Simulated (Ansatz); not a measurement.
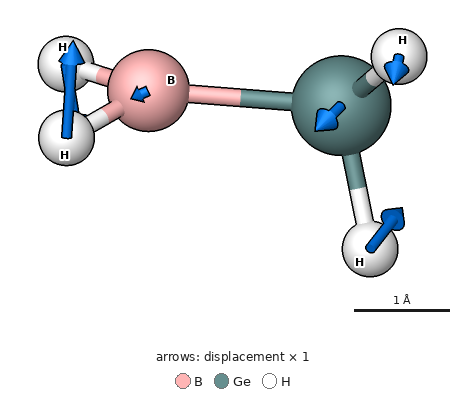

A relaxation of BGeH$_{4}$ (multiplicity 2). The starting structure is drawn; blue arrows show the displacements, at their true length. The two geometries are superimposed by the best rigid fit.

The picture is a ball-and-stick view, seen at a tilt.

It is one of the separated reactants of a reaction.

The calculation used UKS PBE-D4/def2-SVP in Ansatz 0.2.0. Set-up: force threshold 0.03 eV/Å; at most 250 steps.

What happened in the run?

Answer. Over 9 accepted moves (10 points after the start) the energy falls by 1.407 eV. The largest force component goes from 2 to 0.022 eV/Å. The line search rejected the trial step at point 8 of the run. An H atom moves most after the best rigid fit: 1.08 Å. Largest moves by element: H 1.08 Å, Ge 0.50 Å, B 0.22 Å. Near-neighbour distances that change, for instance: B–H 1.150 → 1.214 Å, B–Ge 2.034 → 1.988 Å, B–H 1.192 → 1.214 Å, Ge–H 1.537 → 1.552 Å. Bond angles that change, for instance: H–B–H 82.8° → 122.5°, B–Ge–H 105.9° → 126.2°, Ge–B–H 137.4° → 119.2°. The run took 12 s on 2 threads of Arm Neoverse V2, on a shared host.
